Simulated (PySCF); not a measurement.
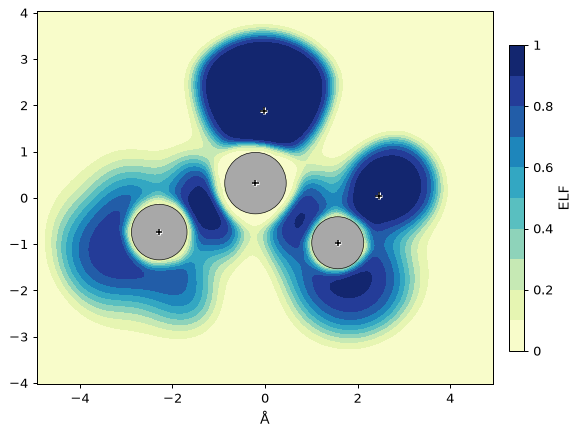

The ELF on a plane through atoms (crosses mark nuclei in the plane; grey discs cover the cores).

All numbers below come from PySCF 2.14.0, Gaussian-basis quantum chemistry of an isolated molecule with PySCF, energy and nuclear gradient, functional PBE0.

Candidates:
A. AlH$_{4}$PS (SMILES [PH2][AlH][SH])
B. H$_{5}$NO$_{2}$Si (SMILES N[SiH](O)O)
C. CBZn (SMILES [B]1=[C][Zn]1) (doublet)

**Which system is this?**

Candidate A: AlH$_{4}$PS on the plane of atoms P2, Al1 and S3, which holds Al, P, S and H. Al–S (2.20 Å): the ELF peaks at about 0.90 in the valence shell of S, 1.0 Å from its nucleus, and is about 0.90 at the midpoint. Al–P (2.33 Å): the ELF peaks at about 0.95 between the atoms, as expected for a shared electron pair.
